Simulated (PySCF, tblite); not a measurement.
# C₃H₈AlO₃−: dynamics, then NMR shifts on frames, part 2 of 2

tblite 0.8.0 and PySCF 2.14.0. Atoms count from 0.

### Step 5. Shielding tensors: 625 fs, PBE0/pcSseg-1

Job settings and geometry (Å):

```
{"job": {"kind": "nmr", "xc": "PBE0", "basis": "pcSseg-1", "pop": false}, "charge": -1, "multiplicity": 1}
C     -0.525900     1.478400     0.738100
O     -0.792100     0.406600    -0.103700
Al    -2.250500    -0.518200    -0.720100
C      0.389000    -0.121900    -0.739600
C      1.696800    -0.358600     0.188600
O      2.521000    -0.870000    -0.485300
O      1.562200    -0.209600     1.384100
H     -0.083800     2.236400     0.080000
H      0.165500     1.265500     1.571500
H     -1.497900     1.746200     1.171700
H     -2.080100    -2.156800    -0.281300
H     -3.298500     0.373700     0.181500
H     -2.525600    -0.234700    -2.309200
H      0.166000    -1.192200    -1.112300
H      0.673800     0.475400    -1.596900
```

Method: GIAO PBE0/pcSseg-1 NMR shielding, non-relativistic, gas phase.

What it wrote:

```text
coarse grid: 13104 points
cycle   1  E = -586.4321722628  dE =  9.476e-01  |g| = 1.093e+00  |ddm| = 3.333e+00
cycle   2  E = -586.0820805592  dE =  3.501e-01  |g| = 1.765e+00  |ddm| = 2.716e+00
cycle   3  E = -586.6477542093  dE = -5.657e-01  |g| = 1.531e-01  |ddm| = 1.936e+00
cycle   4  E = -586.6511662301  dE = -3.412e-03  |g| = 9.790e-02  |ddm| = 1.929e-01
cycle   5  E = -586.6527966488  dE = -1.630e-03  |g| = 3.147e-02  |ddm| = 8.043e-02
cycle   6  E = -586.6529674492  dE = -1.708e-04  |g| = 1.004e-02  |ddm| = 2.920e-02
cycle   7  E = -586.6529855400  dE = -1.809e-05  |g| = 2.968e-03  |ddm| = 9.013e-03
cycle   8  E = -586.6529871289  dE = -1.589e-06  |g| = 4.618e-04  |ddm| = 2.607e-03
final grid: 122120 points
cycle   9  E = -586.7257162858  dE = -1.286e-05  |g| = 1.343e-02  |ddm| = 2.078e-02
cycle  10  E = -586.7256762320  dE =  4.005e-05  |g| = 2.031e-02  |ddm| = 1.915e-02
cycle  11  E = -586.7257468218  dE = -7.059e-05  |g| = 1.057e-03  |ddm| = 1.206e-02
cycle  12  E = -586.7257470294  dE = -2.076e-07  |g| = 3.132e-04  |ddm| = 8.777e-04
cycle  13  E = -586.7257470428  dE = -1.340e-08  |g| = 1.628e-04  |ddm| = 3.238e-04
cycle  14  E = -586.7257470475  dE = -4.770e-09  |g| = 2.936e-05  |ddm| = 1.214e-04
cycle  15  E = -586.7257470477  dE = -1.445e-10  |g| = 1.052e-05  |ddm| = 3.128e-05
converged SCF energy = -586.7257470477

GIAO shielding tensors (ppm)
atom      isotropic    diamagn.    paramagn.     s11        s22        s33       span
  0 C      132.846     244.606    -111.760    105.508    111.443    181.586     76.078
  1 O      322.259     401.697     -79.438    288.912    290.472    387.394     98.483
  2 Al     440.822     794.346    -353.524    421.520    432.591    468.357     46.837
  3 C      111.912     254.185    -142.273     81.648     86.871    167.217     85.569
  4 C       33.253     244.935    -211.683    -62.577     51.641    110.694    173.271
  5 O       31.508     404.818    -373.310   -147.140      3.215    238.449    385.589
  6 O       19.994     408.095    -388.101   -173.932     17.443    216.471    390.403
  7 H       29.013      30.041      -1.028     24.452     26.773     35.813     11.361
  8 H       24.051      29.270      -5.219     16.579     26.557     29.017     12.438
  9 H       27.871      29.735      -1.864     23.397     27.068     33.149      9.753
 10 H       26.466      28.817      -2.351     23.661     25.566     30.171      6.511
 11 H       27.277      29.932      -2.655     24.029     26.481     31.322      7.294
 12 H       26.913      29.204      -2.291     24.056     25.678     31.005      6.949
 13 H       26.273      31.807      -5.534     21.198     27.106     30.515      9.316
 14 H       28.491      33.611      -5.120     25.090     27.020     33.362      8.273
```

It took 19 s on 1 thread of Arm Neoverse V1, shared host; peak memory 0.78 GiB.

Key values: δ C4 153.7, C3 75.0, C0 54.1, O6 316.1, H8 7.67, H13 5.44 ppm.

### Step 6. NMR shieldings: 800 fs, PBE0/pcSseg-1

Job settings and geometry (Å):

```
{"job": {"kind": "nmr", "xc": "PBE0", "basis": "pcSseg-1", "pop": false}, "charge": -1, "multiplicity": 1}
C     -0.469100     0.453100     1.486400
O     -0.727600    -0.145800     0.229000
Al    -2.286700    -0.714600    -0.447800
C      0.311600    -0.032000    -0.692700
C      1.840100    -0.466700    -0.204500
O      2.667400    -0.670900    -1.112300
O      2.029300    -0.431500     0.994800
H     -0.987500     1.429300     1.596600
H      0.638000     0.517800     1.707700
H     -1.037200    -0.074900     2.226500
H     -2.053500    -1.919800    -1.358100
H     -2.984100    -1.049100     0.947200
H     -2.871100     0.706200    -1.161000
H      0.089200    -0.663000    -1.518300
H      0.363300     0.982200    -1.052500
```

Level: GIAO PBE0/pcSseg-1 NMR shielding, non-relativistic, gas phase.

What it wrote:

```text
coarse grid: 13104 points
cycle   1  E = -586.4260152659  dE =  9.176e-01  |g| = 1.106e+00  |ddm| = 3.341e+00
cycle   2  E = -586.0067906767  dE =  4.192e-01  |g| = 1.872e+00  |ddm| = 2.794e+00
cycle   3  E = -586.6478624080  dE = -6.411e-01  |g| = 1.614e-01  |ddm| = 2.027e+00
cycle   4  E = -586.6514346133  dE = -3.572e-03  |g| = 1.112e-01  |ddm| = 2.151e-01
cycle   5  E = -586.6535227750  dE = -2.088e-03  |g| = 3.655e-02  |ddm| = 9.673e-02
cycle   6  E = -586.6537596248  dE = -2.368e-04  |g| = 1.132e-02  |ddm| = 3.271e-02
cycle   7  E = -586.6537818271  dE = -2.220e-05  |g| = 3.024e-03  |ddm| = 8.649e-03
cycle   8  E = -586.6537834815  dE = -1.654e-06  |g| = 4.803e-04  |ddm| = 2.697e-03
final grid: 122120 points
cycle   9  E = -586.7262263063  dE = -1.385e-05  |g| = 1.408e-02  |ddm| = 2.084e-02
cycle  10  E = -586.7261775010  dE =  4.881e-05  |g| = 2.181e-02  |ddm| = 2.208e-02
cycle  11  E = -586.7262603872  dE = -8.289e-05  |g| = 1.326e-03  |ddm| = 1.400e-02
cycle  12  E = -586.7262607035  dE = -3.163e-07  |g| = 2.643e-04  |ddm| = 8.567e-04
cycle  13  E = -586.7262607105  dE = -7.049e-09  |g| = 1.775e-04  |ddm| = 3.055e-04
cycle  14  E = -586.7262607163  dE = -5.760e-09  |g| = 4.293e-05  |ddm| = 1.569e-04
cycle  15  E = -586.7262607166  dE = -2.874e-10  |g| = 1.546e-05  |ddm| = 3.903e-05
converged SCF energy = -586.7262607166

GIAO shielding tensors (ppm)
atom      isotropic    diamagn.    paramagn.     s11        s22        s33       span
  0 C      136.671     243.036    -106.364    101.433    118.635    189.946     88.513
  1 O      340.983     398.806     -57.822    298.982    337.659    386.309     87.327
  2 Al     428.393     795.728    -367.335    391.587    435.782    457.811     66.225
  3 C      121.084     251.533    -130.449     96.365    101.158    165.730     69.365
  4 C       20.724     242.831    -222.107    -73.105     45.503     89.775    162.880
  5 O       -4.654     403.012    -407.666   -172.924    -35.726    194.688    367.611
  6 O      -13.277     406.686    -419.963   -194.375    -51.502    206.046    400.422
  7 H       28.796      29.908      -1.112     24.868     26.228     35.293     10.426
  8 H       21.173      26.810      -5.637     12.034     22.289     29.196     17.162
  9 H       28.723      30.614      -1.891     24.910     26.650     34.609      9.699
 10 H       27.928      30.712      -2.784     24.499     26.928     32.356      7.857
 11 H       27.696      30.551      -2.855     24.324     26.919     31.845      7.521
 12 H       26.920      29.109      -2.189     24.117     25.719     30.922      6.805
 13 H       28.658      33.357      -4.699     23.524     28.691     33.759     10.236
 14 H       28.859      32.875      -4.015     25.281     27.683     33.614      8.333
```

Run time: 19 s. Hardware: 1 thread of Arm Neoverse V1, shared host; peak memory 0.78 GiB.

In short: δ C4 166.2, C3 65.8, C0 50.3, O6 349.4, H8 10.54, H12 4.80 ppm.

### Step 7. Shielding tensors: 1000 fs, PBE0/pcSseg-1

Job settings and geometry (Å):

```
{"job": {"kind": "nmr", "xc": "PBE0", "basis": "pcSseg-1", "pop": false}, "charge": -1, "multiplicity": 1}
C     -0.293800     0.471000     1.620600
O     -0.497200    -0.192100     0.310000
Al    -2.041800    -0.898600    -0.236500
C      0.594300     0.121400    -0.638300
C      2.063800    -0.470700    -0.272900
O      2.717600    -0.569000    -1.337300
O      2.370700    -0.629400     0.922200
H     -0.653500     1.492300     1.591500
H      0.753000     0.371100     1.888100
H     -0.948500    -0.077400     2.304000
H     -1.496200    -2.236900    -0.948000
H     -2.749300    -1.067800     1.114300
H     -2.781300     0.345700    -1.079700
H      0.123600    -0.301600    -1.565700
H      0.691600     1.280800    -0.721100
```

Level: GIAO PBE0/pcSseg-1 NMR shielding, non-relativistic, gas phase.

What it wrote:

```text
coarse grid: 13104 points
cycle   1  E = -586.4203420856  dE =  6.272e-01  |g| = 1.130e+00  |ddm| = 3.296e+00
cycle   2  E = -585.9299429730  dE =  4.904e-01  |g| = 1.977e+00  |ddm| = 2.870e+00
cycle   3  E = -586.6559943449  dE = -7.261e-01  |g| = 1.553e-01  |ddm| = 2.095e+00
cycle   4  E = -586.6594706067  dE = -3.476e-03  |g| = 1.072e-01  |ddm| = 2.105e-01
cycle   5  E = -586.6614747385  dE = -2.004e-03  |g| = 3.515e-02  |ddm| = 9.007e-02
cycle   6  E = -586.6616821037  dE = -2.074e-04  |g| = 1.316e-02  |ddm| = 3.218e-02
cycle   7  E = -586.6617121017  dE = -3.000e-05  |g| = 3.945e-03  |ddm| = 1.059e-02
cycle   8  E = -586.6617149751  dE = -2.873e-06  |g| = 6.238e-04  |ddm| = 3.341e-03
final grid: 122120 points
cycle   9  E = -586.7343950411  dE = -5.618e-06  |g| = 1.449e-02  |ddm| = 1.981e-02
cycle  10  E = -586.7343355498  dE =  5.949e-05  |g| = 2.342e-02  |ddm| = 2.182e-02
cycle  11  E = -586.7344314301  dE = -9.588e-05  |g| = 1.170e-03  |ddm| = 1.375e-02
cycle  12  E = -586.7344317027  dE = -2.726e-07  |g| = 2.887e-04  |ddm| = 8.415e-04
cycle  13  E = -586.7344317108  dE = -8.102e-09  |g| = 2.019e-04  |ddm| = 3.344e-04
cycle  14  E = -586.7344317183  dE = -7.593e-09  |g| = 3.689e-05  |ddm| = 1.642e-04
cycle  15  E = -586.7344317186  dE = -2.065e-10  |g| = 1.669e-05  |ddm| = 3.759e-05
converged SCF energy = -586.7344317186

GIAO shielding tensors (ppm)
atom      isotropic    diamagn.    paramagn.     s11        s22        s33       span
  0 C      121.257     246.042    -124.785     82.121     97.896    183.753    101.632
  1 O      305.678     401.443     -95.765    274.560    296.203    346.271     71.711
  2 Al     426.135     796.753    -370.618    391.979    428.822    457.605     65.627
  3 C      102.444     251.653    -149.208     75.987     82.043    149.303     73.316
  4 C       17.102     243.973    -226.871    -82.963     47.679     86.590    169.553
  5 O      -31.136     403.110    -434.246   -231.927    -64.655    203.174    435.101
  6 O        0.581     405.533    -404.952   -196.905    -22.048    220.694    417.599
  7 H       28.908      31.121      -2.213     25.597     26.347     34.781      9.185
  8 H       24.665      29.914      -5.248     17.951     26.795     29.249     11.298
  9 H       27.805      30.589      -2.784     23.760     26.560     33.095      9.335
 10 H       27.241      30.507      -3.265     23.899     26.431     31.395      7.496
 11 H       28.046      31.849      -3.803     24.579     27.441     32.117      7.538
 12 H       26.933      29.924      -2.991     24.082     25.756     30.961      6.879
 13 H       26.696      32.352      -5.656     21.493     26.555     32.040     10.547
 14 H       26.931      31.144      -4.213     23.947     26.309     30.538      6.590
```

Run time: 19 s. Hardware: 1 thread of Arm Neoverse V1, shared host; peak memory 0.78 GiB.

In short: δ C4 169.8, C3 84.5, C0 65.7, O5 367.2, H8 7.05, H13 5.02 ppm.

### Step 8. Run by run: NMR shifts

Shifts (ppm) of some atoms, chosen among heavy atoms and hydrogens apart, with basis size and wall time:

| frame | C3 | H8 | H13 | O6 | O5 | O1 | Al2 | functions | time |
| --- | --- | --- | --- | --- | --- | --- | --- | --- | --- |
| 250 fs | 77.1 | 6.40 | 4.89 | 355.4 | 332.4 | 15.4 | 61.9 | 166 | 19 s |
| 425 fs | 70.8 | 6.47 | 4.71 | 331.3 | 338.1 | 9.1 | 71.3 | 166 | 18 s |
| 625 fs | 75.0 | 7.67 | 5.44 | 316.1 | 304.6 | 13.8 | 49.1 | 166 | 19 s |
| 800 fs | 65.8 | 10.54 | 3.06 | 349.4 | 340.7 | -4.9 | 61.6 | 166 | 19 s |
| 1000 fs | 84.5 | 7.05 | 5.02 | 335.5 | 367.2 | 30.4 | 63.8 | 166 | 19 s |

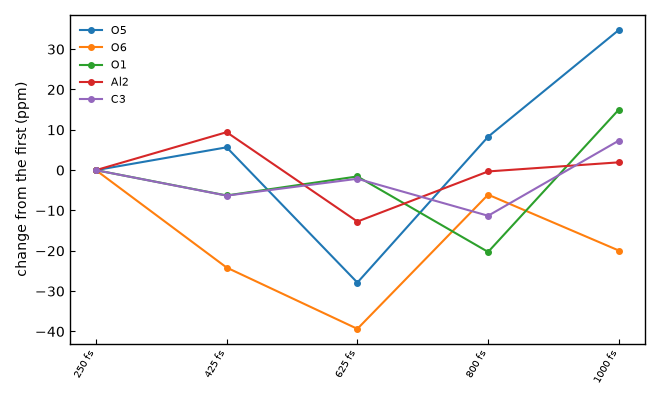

How five of the tabulated atoms move from run to run.

### Step 9. Outcome

The summary covers parts 1 to 2.

| quantity | value |
| --- | --- |
| thermostat | 300 K |
| mean temperature, second half | 333 K |
| mean potential energy above the minimum | 0.50 eV |
| 13C shifts against TMS (PBE0/pcSseg-1, 250 fs) | 167.8, 77.1, 59.0 ppm |
| 1H shifts against TMS (PBE0/pcSseg-1, 250 fs) | 6.40, 5.04, 4.89, 4.46, 4.36, 4.32, 3.95, 3.30 ppm |
| 17O shifts against H2O (PBE0/pcSseg-1, 250 fs) | 355.4, 332.4, 15.4 ppm |
| 27Al shifts against AlH4- (PBE0/pcSseg-1, 250 fs) | 61.9 ppm |
| range of the shift of O5 | 304.6 to 367.2 ppm |

In the second half the potential energy averages 0.50 eV above the minimum; equipartition over 39 harmonic modes at 300 K would give 0.50 eV. With 15 atoms the temperature swings widely (134 to 481 K). Shifts at one fixed geometry are not the observed spectrum, which averages over the motion. In the first frame run (250 fs): The largest span, 477 ppm, is at O6, where the paramagnetic term is -426 ppm. Across the 5 runs the shift of O5 moves most, between 304.6 (625 fs) and 367.2 ppm (1000 fs).
